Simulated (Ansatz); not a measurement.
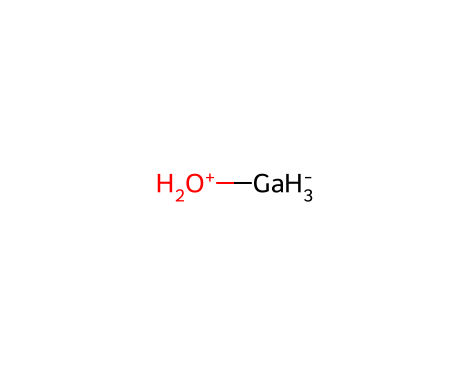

The drawing above gives the connectivity. The geometry was computed by an optimisation with PBE-D4/def2-SVP. No frequency run is at hand to confirm it as a minimum.

Describe the 3D structure.

It has 7 atoms: 1 gallium, 5 hydrogen and 1 oxygen (GaH₅O). Its SMILES string is `[OH2+][GaH3-]`. Coordination, clear cases only: 1 O trigonal pyramidal.

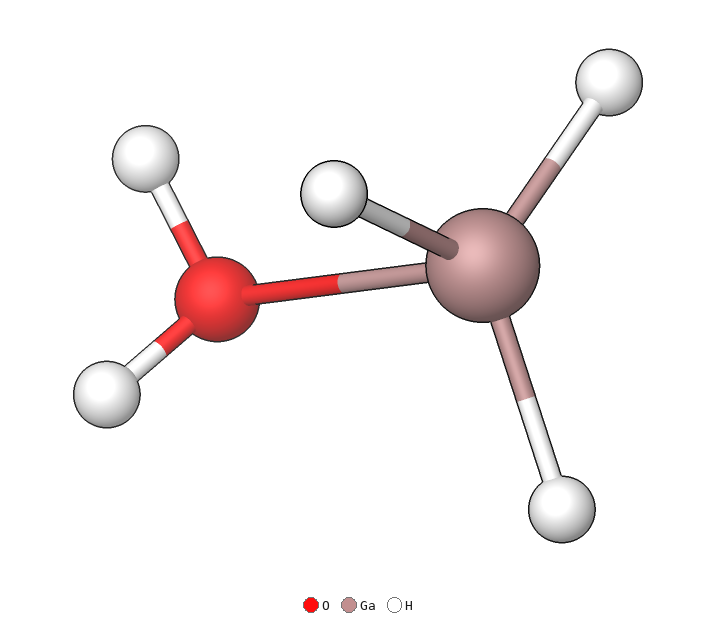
